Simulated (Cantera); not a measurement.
A closed system holds: 1 mol AlI3, 1.6 mol O2, 370 mol H2, 0.00085 mol NH3, equilibrated at 79.0 mbar.

Cantera equilibrium calculation (NASA polynomials, part measured and part estimated; ideal gas, pure solids and liquids). Candidate condensed phases: Al, AlI3, AlN, Al2O3, H2O, I2; 41 gas species. The tables' values for AlOH are old estimates; treat these amounts as uncertain. Equilibrium is a limit: real reactors are often held back by kinetics, nucleation or transport.

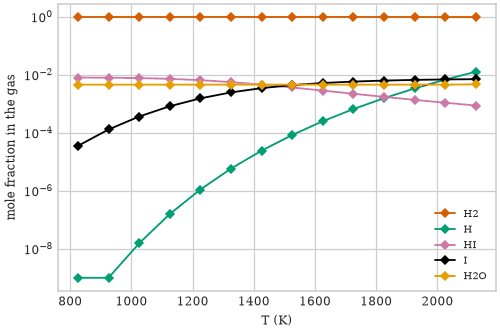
Figure: Equilibrium gas composition (values under 1e-9 drawn at 1e-9)

From 825 K to 2125 K the condensed part is Al2O3(s).
